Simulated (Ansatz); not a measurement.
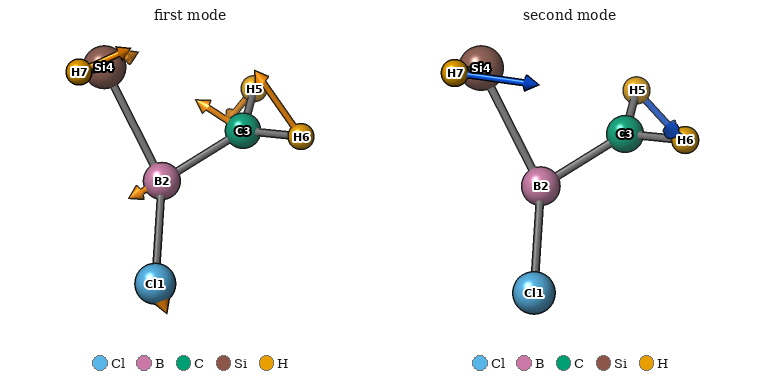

The system is CH₃BClSi, charge −1; the picture shows the reference structure; its two panels give the patterns of the first and the second mode as arrows. The first coordinate is: normal mode 1 (130 cm⁻¹); the second: normal mode 5 (510 cm⁻¹). Nothing is relaxed (straight displacements along the two mass-weighted modes). Grid: 11 × 11 points. Points are written as (first, second). All energies are given in kcal/mol relative to the relaxed molecule at the same level. Theory: RKS B3LYP-D4/def2-SVPD in Ansatz.

Its coordinates:

```xyz
7

Cl   -2.2171   -0.7102    0.6372
B    -0.5474   -0.5540   -0.1348
C     0.7011   -0.3040    0.6155
Si    0.3273    0.4410   -1.5706
H     1.6870   -0.6283    0.2714
H     0.7245    0.1393    1.6229
H    -0.6754    1.6162   -1.4416
```

Range: normal mode 1 (130 cm⁻¹) from −1.388 to 1.388 amu½·Å; normal mode 5 (510 cm⁻¹) from −0.647 to 0.647 amu½·Å.

Q: Predict the map.

A: The lowest grid point is at (0.000 amu½·Å, 0.000 amu½·Å), 0.0 kcal/mol from the relaxed molecule at the same level. No other kind of well shows on this grid. The highest grid point, (1.388 amu½·Å, 0.647 amu½·Å), lies 19.5 kcal/mol above the lowest.

| normal mode 5 (510 cm⁻¹) ↓, normal mode 1 (130 cm⁻¹) → | −1.388 | −1.111 | −0.833 | −0.555 | −0.278 | 0.000 | 0.278 | 0.555 | 0.833 | 1.111 | 1.388 |
| --- | --- | --- | --- | --- | --- | --- | --- | --- | --- | --- | --- |
| 0.647 | 4.8 | 4.7 | 4.7 | 4.8 | 5.1 | 5.6 | 6.7 | 8.4 | 10.9 | 14.6 | 19.5 |
| 0.518 | 3.6 | 3.2 | 3.1 | 3.0 | 3.1 | 3.4 | 4.0 | 5.2 | 7.2 | 10.2 | 14.4 |
| 0.389 | 2.8 | 2.2 | 1.9 | 1.8 | 1.7 | 1.8 | 2.2 | 3.0 | 4.4 | 6.9 | 10.5 |
| 0.259 | 2.5 | 1.6 | 1.2 | 0.9 | 0.8 | 0.8 | 0.9 | 1.5 | 2.6 | 4.5 | 7.6 |
| 0.130 | 2.6 | 1.5 | 0.8 | 0.4 | 0.3 | 0.2 | 0.3 | 0.6 | 1.4 | 3.0 | 5.7 |
| 0.000 | 3.3 | 1.8 | 0.8 | 0.3 | 0.1 | 0.0 | 0.1 | 0.4 | 1.0 | 2.3 | 4.6 |
| −0.130 | 4.6 | 2.6 | 1.3 | 0.6 | 0.3 | 0.2 | 0.3 | 0.6 | 1.1 | 2.3 | 4.4 |
| −0.259 | 6.7 | 4.1 | 2.4 | 1.4 | 0.9 | 0.8 | 0.9 | 1.2 | 1.8 | 2.9 | 5.0 |
| −0.389 | 9.6 | 6.4 | 4.2 | 2.8 | 2.1 | 1.9 | 2.0 | 2.3 | 3.0 | 4.2 | 6.2 |
| −0.518 | 13.4 | 9.6 | 6.8 | 5.0 | 3.9 | 3.5 | 3.6 | 4.0 | 4.8 | 6.0 | 8.2 |
| −0.647 | 18.2 | 13.7 | 10.3 | 8.0 | 6.6 | 5.9 | 5.8 | 6.2 | 7.1 | 8.6 | 10.8 |

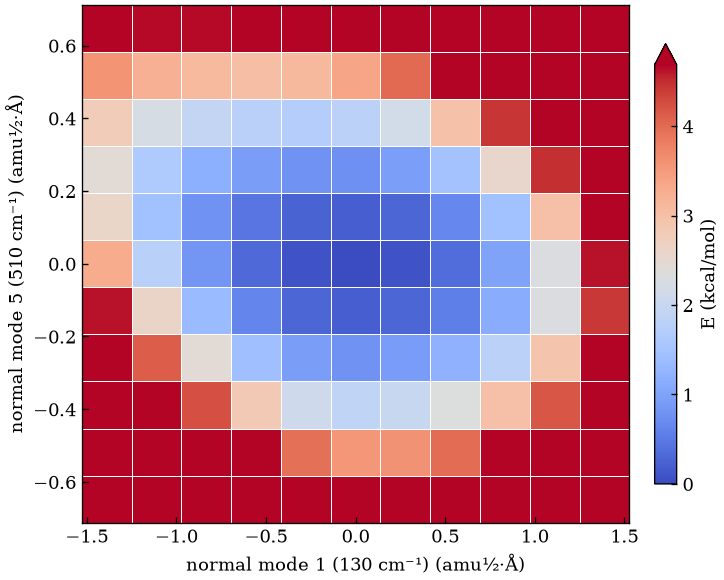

The picture shows one coloured cell a grid point, one colour for all values above the top of the scale.

The whole map (121 points run) took 13 min on 1 thread of Arm Neoverse V1, with other jobs on the host.
